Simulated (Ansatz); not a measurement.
# Al5As4 zinc blende ring disc (Al5As4H16−): reading failed and doubtful runs

2 inputs were typed for Al5As4 zinc blende ring disc (Al5As4H16−). Each is run as it stands; the log then has to tell whether the result can be used.

The runs use Ansatz 0.2.0, Gaussian basis; the settings change from run to run.

## Step 1: The geometry

The geometry comes from an earlier relaxation with PBE-D4/def2-SVP; it is a stationary point, not always the lowest conformer.

25 atoms, charge -1, spin multiplicity 1.

Atoms are counted from 1 here; the program's logs count them from 0.

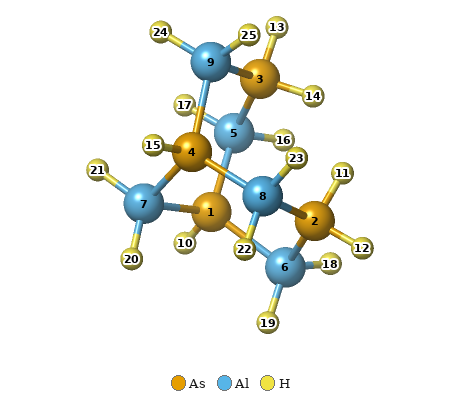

The structure; arsenic amber, aluminium blue, hydrogen yellow; atoms are numbered from 1 in the order of the file.

## Step 2: Input 1

in.yaml reads:

```yaml
crystal:
  periodic: [false, false, false]
  atoms:
    - {symbol: As, position_ang: [-1.275966, -1.410719, 1.065647]}
    - {symbol: As, position_ang: [1.571172, -1.588460, -1.330387]}
    - {symbol: As, position_ang: [-1.795564, 1.671926, -1.483304]}
    - {symbol: As, position_ang: [1.441248, 1.382922, 1.098739]}
    - {symbol: Al, position_ang: [-3.087925, -0.297830, -0.116998]}
    - {symbol: Al, position_ang: [0.058474, -3.193442, -0.357268]}
    - {symbol: Al, position_ang: [0.050428, -0.124034, 2.669290]}
    - {symbol: Al, position_ang: [3.034403, 0.191412, -0.198228]}
    - {symbol: Al, position_ang: [0.065369, 3.173294, -0.330664]}
    - {symbol: H, position_ang: [-2.236779, -2.217922, 2.173423]}
    - {symbol: H, position_ang: [0.839975, -0.932797, -2.427610]}
    - {symbol: H, position_ang: [2.372539, -2.378541, -2.279234]}
    - {symbol: H, position_ang: [-2.377675, 2.387377, -2.391359]}
    - {symbol: H, position_ang: [-0.899206, 0.872059, -2.459674]}
    - {symbol: H, position_ang: [2.259431, 2.218055, 1.951602]}
    - {symbol: H, position_ang: [-3.833049, -1.123385, -1.537816]}
    - {symbol: H, position_ang: [-4.067618, 0.722803, 0.560065]}
    - {symbol: H, position_ang: [-0.985868, -3.806227, -1.345868]}
    - {symbol: H, position_ang: [0.777179, -4.059424, 0.613784]}
    - {symbol: H, position_ang: [0.986593, -0.998591, 3.439219]}
    - {symbol: H, position_ang: [-1.161128, 0.938667, 3.538862]}
    - {symbol: H, position_ang: [3.998380, -0.637223, 0.724182]}
    - {symbol: H, position_ang: [3.886660, 0.986524, -1.457520]}
    - {symbol: H, position_ang: [-0.740769, 3.994229, 0.537496]}
    - {symbol: H, position_ang: [0.939772, 3.884615, -1.370021]}
basis:
  gaussian: {orbitals: cc-pVDZ}
total_charge: -1
magnetization: {spin_polarized: true, initial_magnetization: 1}
hamiltonian: {xc: {name: HF}}
correlation: {method: mp2, electrons: outside_noble_gas}
output: {forces: true}
```

The run is started by

```sh
$ ansatz run in.yaml --threads 2 --pin off --events-out ev --progress --plain --max-ram 32768MiB --backend cuda --devices 0, --max-vram 18GiB
```

The log of the run:

```text
Error: a molecule whose nuclei and cores have a total charge of 213 cannot have a net charge of -1 together with 1 unpaired electrons
```

Wall time 0.11 s (1 × H100 (card shared with other runs) with 2 threads of AMD EPYC 7R13, shared host).

Diagnosis: Refused before any calculation. The number of unpaired electrons doesn't fit the electron count. Its coordinates are also moved off the relaxed structure. Fix: make charge and initial_magnetization agree: an even electron count takes an even number of unpaired electrons.

## Step 3: Input 2

in.yaml reads:

```yaml
crystal:
  periodic: [false, false, false]
  atoms:
    - {symbol: As, position_ang: [-1.362307, -1.366398, 1.071148]}
    - {symbol: As, position_ang: [1.572419, -1.567625, -1.336326]}
    - {symbol: As, position_ang: [-1.569889, 1.567699, -1.343221]}
    - {symbol: As, position_ang: [1.359628, 1.366900, 1.073659]}
    - {symbol: Al, position_ang: [-3.095384, -0.144689, -0.246923]}
    - {symbol: Al, position_ang: [-0.125472, -3.101634, -0.230096]}
    - {symbol: Al, position_ang: [-0.005603, 0.003008, 2.698263]}
    - {symbol: Al, position_ang: [3.097741, 0.140416, -0.233480]}
    - {symbol: Al, position_ang: [0.129715, 3.099964, -0.236915]}
    - {symbol: H, position_ang: [-2.231854, -2.233341, 1.987028]}
    - {symbol: H, position_ang: [0.845505, -0.847140, -2.471692]}
    - {symbol: H, position_ang: [2.445065, -2.435266, -2.245087]}
    - {symbol: H, position_ang: [-2.444128, 2.438292, -2.247647]}
    - {symbol: H, position_ang: [-0.844326, 0.852111, -2.482543]}
    - {symbol: H, position_ang: [2.225117, 2.235906, 1.991413]}
    - {symbol: H, position_ang: [-3.739099, -1.042481, -1.422204]}
    - {symbol: H, position_ang: [-4.072344, 0.722823, 0.697549]}
    - {symbol: H, position_ang: [-1.017070, -3.763376, -1.400046]}
    - {symbol: H, position_ang: [0.750318, -4.062419, 0.723130]}
    - {symbol: H, position_ang: [0.975904, -0.975772, 3.523501]}
    - {symbol: H, position_ang: [-0.991410, 0.984560, 3.514958]}
    - {symbol: H, position_ang: [4.066942, -0.729592, 0.716581]}
    - {symbol: H, position_ang: [3.750476, 1.036373, -1.405148]}
    - {symbol: H, position_ang: [-0.745472, 4.066293, 0.711287]}
    - {symbol: H, position_ang: [1.025527, 3.755398, -1.407221]}
basis:
  gaussian: {orbitals: 6-31G}
total_charge: -1
hamiltonian: {xc: {name: TPSS}, dispersion: d3bjatm}
accuracy: high
output: {forces: true}
```

Same command.

The log of the run:

```text
Error: YAML parse error: error: line 32 column 19: hamiltonian.xc: no functional is named "TPSS"; the names, which are not case-sensitive, are SVWN5, SPW92, PBE, PBE0, PBEsol, revPBE, revPBE0, RPBE, rPW86-PBE, HSE06, wPBEh, LC-wPBE, HISS, HF, BLYP, B3LYP, B3LYP5, BHLYP, CAM-B3LYP, r2SCAN, r2SCANh, r2SCAN0, r2SCAN50, m-r2SCAN, B97, wB97, wB97X, wB97X-V, B97M-V, wB97M-V, B2PLYP, B2GP-PLYP, PBE0-DH, PBE-QIDH
  --> <input>:32:19
   |
30 |   gaussian: {orbitals: 6-31G}
31 | total_charge: -1
32 | hamiltonian: {xc: {name: TPSS}, dispersion: d3bjatm}
   |                   ^ hamiltonian.xc: no functional is named "TPSS"; the names, which are not case-sensitive, are SVWN5, SPW92, PBE, PBE0, PBEsol, revPBE, revPBE0, RPBE, rPW86-PBE, HSE06, wPBEh, LC-wPBE, HISS, HF, BLYP, B3LYP, B3LYP5, BHLYP, CAM-B3LYP, r2SCAN, r2SCANh, r2SCAN0, r2SCAN50, m-r2SCAN, B97, wB97, wB97X, wB97X-V, B97M-V, wB97M-V, B2PLYP, B2GP-PLYP, PBE0-DH, PBE-QIDH
33 | accuracy: high
34 | output: {forces: true}
   |
```

Wall time 0.05 s (1 × H100 (card shared with other runs) with 2 threads of AMD EPYC 7R13, shared host).

**Diagnosis.** Refused before any calculation. The method's name isn't one that the program takes here. Fix: name a functional that the program knows.

## Step 4: How the tries ended

| input | level | ended | cause | time |
| --- | --- | --- | --- | --- |
| 1 | MP2/cc-pVDZ | refused | the number of unpaired electrons doesn't fit the electron count | 0.11 s |
| 2 | TPSS/6-31G | refused | the method's name isn't one that the program takes here | 0.05 s |

In words: 2 refused. A refusal costs next to no computing time.
